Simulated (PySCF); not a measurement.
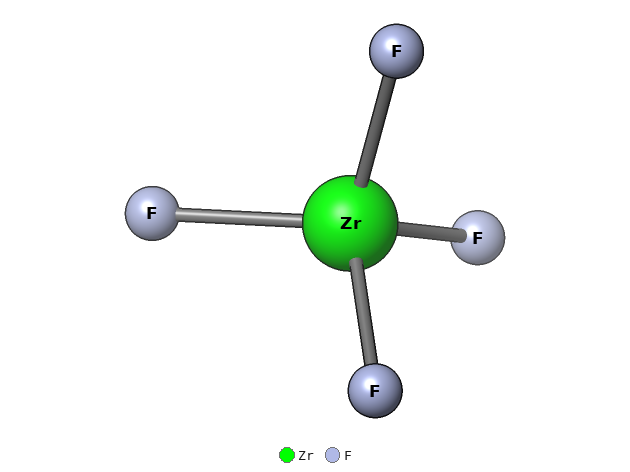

Distant atoms are faded towards the background colour. Charge 0, singlet. Computed geometry: PBE0-D3(BJ)/def2-SVP optimisation. No frequency run is at hand to confirm it as a minimum.

Which symmetry elements does this geometry have?

It has 4 C3 axes, 3 C2 axes, 3 S4 axes and 6 mirror planes, so the point group is Td. The group has 24 operations. The geometry is achiral, and symmetry forbids a dipole moment.
